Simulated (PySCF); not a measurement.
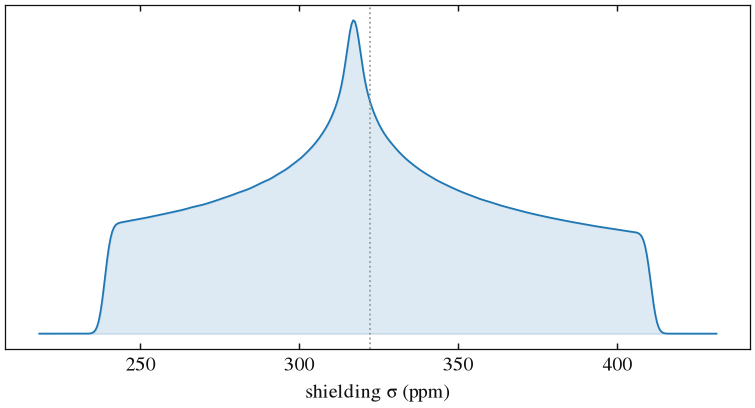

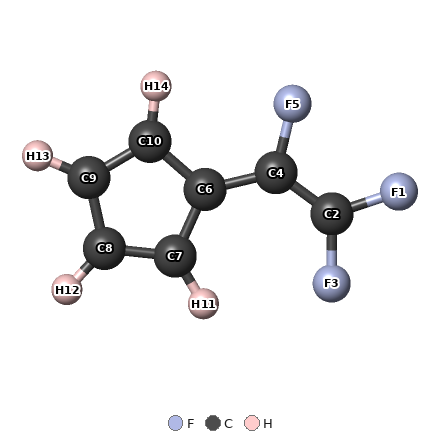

Static powder pattern (¹⁹F) from GIAO shielding tensors of C₇H₄F₃⁻, SMILES FC(F)=C(F)c1cc[cH-]c1, PBE0/pcSseg-1, PySCF, at a GFN2-xTB geometry (no frequency check); absolute shielding, one fixed geometry of the isolated molecule without any motion, no dipolar terms. The dotted line is the isotropic value; skew is 3(σiso − σ22)/span.

### The pattern belongs to F3. Give the principal values, span and skew.

F3: σ11, σ22, σ33 = 239, 317, 411 ppm, isotropic 322, span 172 ppm, skew 0.09.

Caveats: the tight-binding geometry is rougher than a DFT one and adds to the error; an anion in a basis that has no diffuse functions; one conformer of a flexible molecule.
